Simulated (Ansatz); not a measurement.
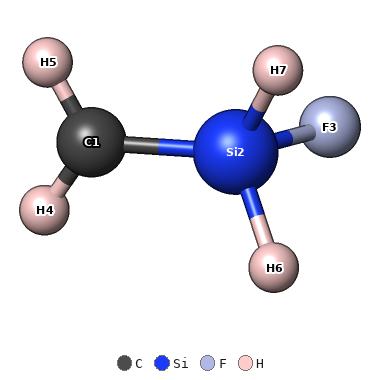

The system is CH4FSi, SMILES [CH2-][SiH2]F, charge −1; the picture shows the reference structure. First axis: bond length C1–H4. Second axis: bond length C1–H5. Nothing is relaxed (all other coordinates rigid). Grid: 11 × 11 points. Points are written as (first, second). All energies are given in kJ/mol relative to the relaxed molecule at the same level. The reference is spin-restricted, which grows unreliable where a bond is stretched far. Theory: RKS BHLYP-D4/def2-TZVPD (Ansatz).

Its coordinates:

```yaml
atoms:
  - { symbol: C, position_ang: [-0.8638, 0.4051, -0.6008] }
  - { symbol: Si, position_ang: [0.4704, -0.1468, 0.3650] }
  - { symbol: F, position_ang: [1.1169, -1.6589, 0.1967] }
  - { symbol: H, position_ang: [-1.8868, 0.1545, -0.3599] }
  - { symbol: H, position_ang: [-0.7255, 0.7895, -1.6010] }
  - { symbol: H, position_ang: [0.1695, -0.1953, 1.8286] }
  - { symbol: H, position_ang: [1.7193, 0.6518, 0.1713] }
```

Range: bond length C1–H4 from 0.886 to 1.621 Å; bond length C1–H5 from 0.886 to 1.621 Å.

Predict the map.

Answer. The lowest grid point is at (1.106 Å, 1.106 Å), 2.1 kJ/mol from the relaxed molecule at the same level. It is the only kind of minimum in the scanned range. The highest grid point, (1.621 Å, 1.621 Å), lies 405 kJ/mol above the lowest. Round the minimum the contours are nearly round: the two directions are equally stiff and uncoupled.

```tsv
bond length C1–H5 ↓, bond length C1–H4 →	0.886	0.959	1.033	1.106	1.180	1.253	1.327	1.400	1.474	1.547	1.621
1.621	294	231	204	201	215	239	270	303	337	372	407
1.547	260	196	169	167	181	205	235	268	302	337	372
1.474	226	163	135	133	147	171	201	234	268	302	337
1.400	193	129	102	99	113	137	167	199	234	268	303
1.327	161	97	70	67	81	104	134	167	201	235	270
1.253	132	68	41	38	51	74	104	137	171	205	239
1.180	110	46	18	15	28	51	81	113	147	181	215
1.106	97	33	5	2	15	38	67	99	133	167	201
1.033	100	36	8	5	18	41	70	102	135	169	204
0.959	128	64	36	33	46	68	97	129	163	196	231
0.886	193	128	100	97	110	132	161	193	226	260	294
```

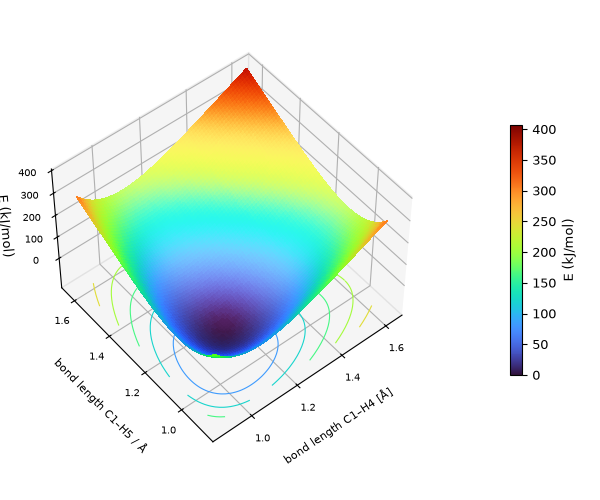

The picture shows a relief with its contours projected below. Between grid points the surface is interpolated.

Each point was launched as `ansatz run input.yaml --threads 1 --pin off --max-ram 2560MiB --backend cpu --events-out ev --progress --plain --runs-dir out`. Time for the 121 points that were run: 8.9 min on 1 thread of Arm Neoverse V2, on a shared host.
